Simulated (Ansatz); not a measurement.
**GeH₃SOF₃: molecular dynamics (part 4 of 4)**

GeH₃SOF₃; RKS PBE-D4/def2-SVP (Ansatz 0.2.0). It belongs to a series of runs on one base structure; here: dynamics from the highest image of the converged band.

Geometry of the input (Å):
```
Ge 0.1067  -0.3734  -0.0543
F  -0.7068  -0.6684  1.7250
F  1.1763  -0.4193  -1.4424
F  0.0799  1.3424  0.2317
O  -1.2631  -1.2423  -0.7638
H  -1.9132  -1.3598  -0.0410
S  1.8051  -1.4900  1.3554
H  1.4297  -2.7103  0.8724
H  0.4916  -1.2575  2.0387
```

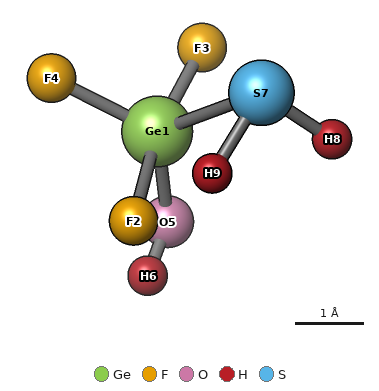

Figure 1. The geometry at step 162 of the log (ball-and-stick view, seen at a tilt; atoms are numbered from 1 in the order of the input).

**Trajectory as extended XYZ, continued**
```
9
Properties=species:S:1:pos:R:3:forces:R:3 step=123 time_fs=61.5 energy=-77561.55554 temperature=39.9
Ge    0.1003   -0.3710   -0.0587    0.2988  -1.0341  -0.2587
F    -0.7106   -0.7117    1.6716   -0.3614   0.0594   0.4411
F     1.1223   -0.4239   -1.4739    0.2022  -0.0482  -0.0949
F     0.1502    1.2982    0.2594   -0.0361   1.2284   0.2446
O    -1.2744   -1.2137   -0.7570   -0.0447  -0.0975  -0.5657
H    -1.9028   -1.3676   -0.0346   -0.2813  -0.0606   0.3027
S     1.8145   -1.4546    1.3958    0.1446   0.2381  -0.0135
H     1.5501   -2.6840    0.8969   -0.0670  -0.2662  -0.1267
H     0.4618   -1.2944    2.0114    0.1450  -0.0193   0.0711
9
Properties=species:S:1:pos:R:3:forces:R:3 step=128 time_fs=64.0 energy=-77561.56745 temperature=53.0
Ge    0.1008   -0.3753   -0.0579    0.2386  -0.6854  -0.0308
F    -0.7136   -0.7076    1.6717   -0.3056   0.0156   0.4292
F     1.1186   -0.4238   -1.4695    0.3111  -0.0607  -0.2181
F     0.1512    1.3023    0.2608   -0.0361   0.9703   0.1962
O    -1.2720   -1.2092   -0.7628   -0.5374  -0.2549  -0.1205
H    -1.9146   -1.3609   -0.0345    0.1381   0.0421  -0.1628
S     1.8159   -1.4515    1.3930   -0.0231  -0.0839  -0.0628
H     1.5514   -2.6940    0.8897    0.0042   0.0382  -0.0015
H     0.4644   -1.3045    2.0254    0.2103   0.0187  -0.0288
9
Properties=species:S:1:pos:R:3:forces:R:3 step=132 time_fs=66.0 energy=-77561.57331 temperature=59.5
Ge    0.1013   -0.3791   -0.0573    0.1305  -0.3451   0.1689
F    -0.7167   -0.7043    1.6729   -0.2431  -0.0058   0.3633
F     1.1164   -0.4239   -1.4665    0.3880  -0.0712  -0.2977
F     0.1520    1.3077    0.2625   -0.0334   0.6874   0.1396
O    -1.2714   -1.2063   -0.7678   -0.6800  -0.3048   0.0091
H    -1.9203   -1.3543   -0.0391    0.2565   0.0670  -0.2884
S     1.8170   -1.4492    1.3907   -0.0878  -0.3201  -0.1170
H     1.5524   -2.7014    0.8833    0.0515   0.2586   0.0938
H     0.4751   -1.3118    2.0357    0.2178   0.0340  -0.0715
9
Properties=species:S:1:pos:R:3:forces:R:3 step=136 time_fs=68.0 energy=-77561.58353 temperature=70.7
Ge    0.1019   -0.3832   -0.0565   -0.0265   0.0139   0.3540
F    -0.7203   -0.7010    1.6747   -0.1687  -0.0136   0.2448
F     1.1149   -0.4241   -1.4640    0.4477  -0.0824  -0.3492
F     0.1526    1.3146    0.2643   -0.0285   0.3701   0.0733
O    -1.2723   -1.2041   -0.7729   -0.3536  -0.2306  -0.3001
H    -1.9176   -1.3454   -0.0532   -0.0589  -0.0107   0.0525
S     1.8180   -1.4472    1.3883   -0.0323  -0.3353  -0.1156
H     1.5552   -2.6997    0.8803    0.0490   0.2560   0.1028
H     0.4941   -1.3180    2.0435    0.1718   0.0325  -0.0625
9
Properties=species:S:1:pos:R:3:forces:R:3 step=140 time_fs=70.0 energy=-77561.58888 temperature=76.7
Ge    0.1024   -0.3872   -0.0556   -0.2179   0.3628   0.5105
F    -0.7243   -0.6977    1.6771   -0.0896  -0.0109   0.0966
F     1.1143   -0.4245   -1.4622    0.4866  -0.0937  -0.3692
F     0.1532    1.3222    0.2664   -0.0203   0.0505   0.0054
O    -1.2741   -1.2024   -0.7788   -0.0613  -0.1609  -0.5261
H    -1.9170   -1.3369   -0.0655   -0.3078  -0.0676   0.3215
S     1.8190   -1.4455    1.3857    0.1428  -0.1290  -0.0612
H     1.5597   -2.6888    0.8809   -0.0021   0.0308   0.0244
H     0.5195   -1.3229    2.0490    0.0697   0.0180  -0.0018
9
Properties=species:S:1:pos:R:3:forces:R:3 step=145 time_fs=72.5 energy=-77561.58839 temperature=76.1
Ge    0.1029   -0.3920   -0.0541   -0.4645   0.7441   0.6448
F    -0.7294   -0.6937    1.6802    0.0048  -0.0043  -0.0843
F     1.1150   -0.4252   -1.4611    0.5014  -0.1056  -0.3485
F     0.1539    1.3318    0.2689   -0.0073  -0.3138  -0.0716
O    -1.2767   -1.2009   -0.7876   -0.3357  -0.2057  -0.0921
H    -1.9296   -1.3293   -0.0669    0.0572   0.0095  -0.0591
S     1.8206   -1.4437    1.3824    0.4203   0.1607  -0.0124
H     1.5650   -2.6750    0.8825   -0.0737  -0.2804  -0.0850
H     0.5542   -1.3281    2.0563   -0.1026  -0.0044   0.1082
9
Properties=species:S:1:pos:R:3:forces:R:3 step=149 time_fs=74.5 energy=-77561.58188 temperature=69.0
Ge    0.1031   -0.3953   -0.0525   -0.6256   0.9779   0.6791
F    -0.7336   -0.6904    1.6826    0.0731  -0.0062  -0.2035
F     1.1167   -0.4260   -1.4610    0.4799  -0.1125  -0.2929
F     0.1545    1.3388    0.2708    0.0006  -0.5590  -0.1229
O    -1.2796   -1.2002   -0.7951   -0.4731  -0.2066   0.2085
H    -1.9389   -1.3231   -0.0688    0.2873   0.0515  -0.3006
S     1.8223   -1.4420    1.3797    0.5364   0.1372  -0.0601
H     1.5663   -2.6744    0.8808   -0.0763  -0.2670  -0.0678
H     0.5781   -1.3325    2.0664   -0.2023  -0.0153   0.1602
9
Properties=species:S:1:pos:R:3:forces:R:3 step=153 time_fs=76.5 energy=-77561.58123 temperature=68.2
Ge    0.1029   -0.3982   -0.0506   -0.7298   1.1380   0.6392
F    -0.7376   -0.6872    1.6846    0.1335  -0.0189  -0.2901
F     1.1194   -0.4271   -1.4614    0.4274  -0.1171  -0.2038
F     0.1550    1.3447    0.2725    0.0036  -0.7546  -0.1635
O    -1.2836   -1.2000   -0.8021   -0.1372  -0.1003   0.0519
H    -1.9388   -1.3153   -0.0806    0.0519  -0.0008  -0.0612
S     1.8247   -1.4403    1.3769    0.4733  -0.1111  -0.1365
H     1.5649   -2.6833    0.8767   -0.0275  -0.0196   0.0396
H     0.5947   -1.3373    2.0823   -0.1951  -0.0156   0.1245
9
Properties=species:S:1:pos:R:3:forces:R:3 step=157 time_fs=78.5 energy=-77561.57517 temperature=61.5
Ge    0.1023   -0.4005   -0.0483   -0.7821   1.2292   0.5393
F    -0.7413   -0.6840    1.6859    0.1834  -0.0399  -0.3410
F     1.1229   -0.4284   -1.4623    0.3511  -0.1197  -0.0894
F     0.1556    1.3491    0.2738    0.0033  -0.8952  -0.1920
O    -1.2879   -1.2001   -0.8091    0.3066   0.0259  -0.2066
H    -1.9370   -1.3075   -0.0944   -0.2902  -0.0683   0.2862
S     1.8277   -1.4386    1.3740    0.2828  -0.3478  -0.1362
H     1.5625   -2.6930    0.8740    0.0247   0.2209   0.1375
H     0.6041   -1.3428    2.1028   -0.0797  -0.0052   0.0020
9
Properties=species:S:1:pos:R:3:forces:R:3 step=162 time_fs=81.0 energy=-77561.57160 temperature=57.6
Ge    0.1010   -0.4024   -0.0451   -0.8118   1.2628   0.3654
F    -0.7454   -0.6802    1.6867    0.2287  -0.0674  -0.3703
F     1.1283   -0.4304   -1.4636    0.2378  -0.1214   0.0736
F     0.1563    1.3520    0.2749    0.0041  -0.9882  -0.2102
O    -1.2923   -1.2001   -0.8183    0.2013   0.0583   0.1337
H    -1.9481   -1.3011   -0.0987   -0.0607  -0.0327   0.0339
S     1.8318   -1.4371    1.3702    0.0616  -0.3547   0.0155
H     1.5607   -2.6938    0.8779    0.0342   0.2273   0.1338
H     0.6124   -1.3498    2.1277    0.1049   0.0159  -0.1754
9
Properties=species:S:1:pos:R:3:forces:R:3 step=166 time_fs=83.0 energy=-77561.56909 temperature=54.8
Ge    0.0995   -0.4031   -0.0422   -0.8316   1.2342   0.2049
F    -0.7482   -0.6772    1.6864    0.2547  -0.0813  -0.3981
F     1.1331   -0.4322   -1.4645    0.1404  -0.1229   0.2117
F     0.1569    1.3521    0.2753    0.0076  -0.9961  -0.2134
O    -1.2952   -1.1999   -0.8253   -0.0264   0.0573   0.5213
H    -1.9603   -1.2975   -0.0998    0.2592   0.0164  -0.2999
S     1.8352   -1.4364    1.3671    0.0168  -0.1311   0.1816
H     1.5606   -2.6851    0.8866   -0.0072  -0.0060   0.0341
H     0.6228   -1.3547    2.1407    0.1865   0.0295  -0.2423
9
Properties=species:S:1:pos:R:3:forces:R:3 step=170 time_fs=85.0 energy=-77561.57220 temperature=58.2
Ge    0.0975   -0.4033   -0.0393   -0.8539   1.1589   0.0357
F    -0.7505   -0.6745    1.6854    0.2752  -0.0844  -0.4486
F     1.1383   -0.4343   -1.4650    0.0414  -0.1249   0.3503
F     0.1574    1.3502    0.2752    0.0137  -0.9455  -0.2089
O    -1.2982   -1.1996   -0.8313    0.1622   0.1193   0.4492
H    -1.9641   -1.2935   -0.1109    0.1495  -0.0031  -0.1787
S     1.8387   -1.4358    1.3643    0.1042   0.0998   0.2659
H     1.5602   -2.6766    0.8966   -0.0528  -0.2544  -0.0707
H     0.6401   -1.3586    2.1449    0.1604   0.0342  -0.1941
9
Properties=species:S:1:pos:R:3:forces:R:3 step=174 time_fs=87.0 energy=-77561.57853 temperature=65.2
Ge    0.0951   -0.4028   -0.0363   -0.8734   1.0367  -0.1295
F    -0.7522   -0.6719    1.6834    0.2890  -0.0790  -0.5091
F     1.1435   -0.4366   -1.4648   -0.0530  -0.1265   0.4792
F     0.1581    1.3463    0.2748    0.0224  -0.8365  -0.1963
O    -1.3007   -1.1990   -0.8361    0.5951   0.2087   0.0913
H    -1.9630   -1.2897   -0.1279   -0.2227  -0.0588   0.2158
S     1.8422   -1.4351    1.3617    0.2662   0.1011   0.1780
H     1.5579   -2.6773    0.9042   -0.0499  -0.2770  -0.0900
H     0.6631   -1.3612    2.1419    0.0263   0.0312  -0.0395
9
Properties=species:S:1:pos:R:3:forces:R:3 step=179 time_fs=89.5 energy=-77561.58882 temperature=76.6
Ge    0.0914   -0.4014   -0.0328   -0.8713   0.8187  -0.3141
F    -0.7535   -0.6688    1.6795    0.2910  -0.0714  -0.5497
F     1.1499   -0.4399   -1.4631   -0.1541  -0.1264   0.6103
F     0.1589    1.3392    0.2736    0.0355  -0.6207  -0.1669
O    -1.3018   -1.1975   -0.8419    0.5637   0.2156   0.1564
H    -1.9724   -1.2880   -0.1388   -0.1460  -0.0430   0.1577
S     1.8472   -1.4341    1.3588    0.4400  -0.2219  -0.0861
H     1.5529   -2.6910    0.9094    0.0263   0.0244   0.0049
H     0.6924   -1.3628    2.1371   -0.1851   0.0247   0.1874
9
Properties=species:S:1:pos:R:3:forces:R:3 step=183 time_fs=91.5 energy=-77561.59556 temperature=84.1
Ge    0.0880   -0.3998   -0.0301   -0.8240   0.5963  -0.4455
F    -0.7539   -0.6666    1.6751    0.2786  -0.0734  -0.5300
F     1.1546   -0.4429   -1.4604   -0.2184  -0.1244   0.6855
F     0.1596    1.3320    0.2723    0.0449  -0.3924  -0.1326
O    -1.3013   -1.1958   -0.8460    0.1791   0.1561   0.5062
H    -1.9860   -1.2884   -0.1410    0.2443   0.0185  -0.2122
S     1.8517   -1.4336    1.3563    0.4406  -0.4508  -0.1947
H     1.5497   -2.7020    0.9135    0.0817   0.2495   0.0732
H     0.7088   -1.3630    2.1404   -0.2268   0.0205   0.2501
9
Properties=species:S:1:pos:R:3:forces:R:3 step=187 time_fs=93.5 energy=-77561.60826 temperature=98.1
Ge    0.0841   -0.3979   -0.0276   -0.7290   0.3418  -0.5669
F    -0.7537   -0.6644    1.6697    0.2553  -0.0842  -0.4703
F     1.1590   -0.4460   -1.4563   -0.2682  -0.1220   0.7354
F     0.1605    1.3241    0.2708    0.0515  -0.1266  -0.0921
O    -1.3002   -1.1936   -0.8490    0.1261   0.1403   0.4924
H    -1.9914   -1.2883   -0.1500    0.2720   0.0257  -0.2237
S     1.8568   -1.4337    1.3537    0.2948  -0.4467  -0.0891
H     1.5495   -2.7041    0.9201    0.0837   0.2561   0.0664
H     0.7171   -1.3624    2.1526   -0.0864   0.0157   0.1479
9
Properties=species:S:1:pos:R:3:forces:R:3 step=191 time_fs=95.5 energy=-77561.62154 temperature=112.7
Ge    0.0798   -0.3958   -0.0255   -0.6064   0.0738  -0.6691
F    -0.7530   -0.6625    1.6632    0.2230  -0.0990  -0.3894
F     1.1627   -0.4495   -1.4507   -0.3006  -0.1202   0.7596
F     0.1614    1.3159    0.2690    0.0571   0.1635  -0.0487
O    -1.2987   -1.1912   -0.8509    0.4470   0.1752   0.0935
H    -1.9878   -1.2874   -0.1664   -0.1031  -0.0289   0.1443
S     1.8622   -1.4342    1.3510    0.1172  -0.2120   0.1572
H     1.5524   -2.6971    0.9290    0.0294   0.0403  -0.0113
H     0.7223   -1.3612    2.1704    0.1363   0.0073  -0.0360
9
Properties=species:S:1:pos:R:3:forces:R:3 step=196 time_fs=98.0 energy=-77561.62789 temperature=119.8
Ge    0.0740   -0.3931   -0.0233   -0.4615  -0.2405  -0.7382
F    -0.7515   -0.6604    1.6542    0.1735  -0.1121  -0.2855
F     1.1666   -0.4541   -1.4415   -0.3088  -0.1198   0.7491
F     0.1628    1.3061    0.2667    0.0688   0.5360   0.0050
O    -1.2954   -1.1875   -0.8530    0.4647   0.1444  -0.0963
H    -1.9889   -1.2879   -0.1790   -0.2232  -0.0452   0.2614
S     1.8691   -1.4352    1.3478    0.0281   0.1140   0.3953
H     1.5571   -2.6876    0.9391   -0.0521  -0.2631  -0.1106
H     0.7367   -1.3594    2.1901    0.3103  -0.0135  -0.1803
9
Properties=species:S:1:pos:R:3:forces:R:3 step=200 time_fs=100.0 energy=-77561.63867 temperature=131.7
Ge    0.0691   -0.3911   -0.0220   -0.3702  -0.4437  -0.7334
F    -0.7499   -0.6589    1.6462    0.1310  -0.1149  -0.2158
F     1.1690   -0.4581   -1.4325   -0.2871  -0.1214   0.7079
F     0.1640    1.2995    0.2649    0.0829   0.8138   0.0426
O    -1.2916   -1.1841   -0.8548   -0.0400   0.0210   0.1780
H    -1.9981   -1.2900   -0.1790    0.1747   0.0209  -0.1026
S     1.8747   -1.4359    1.3458    0.0966   0.1086   0.3524
H     1.5590   -2.6898    0.9430   -0.0562  -0.2478  -0.1004
H     0.7607   -1.3585    2.1990    0.2684  -0.0364  -0.1285
```

**Results in brief**

| quantity | value |
| --- | --- |
| outcome | finished |
| mean temperature over the second half | 69 K |
| trajectory | 200 steps, 100 fs |
| ensemble | nve |
| temperature in the input | 100.0 K |
| time step | 0.5 fs |
| potential energy (last step) | −77561.6387 eV |
| mean-field energy (last step) | −77561.4274 eV |
| largest force (length of the vector) (last step) | 0.934 eV/Å |
| wall time | 3.5 min (CPU time 13 min) |
| peak memory | 0.21 GiB |

**Notes**

So short a trajectory is not equilibrated.
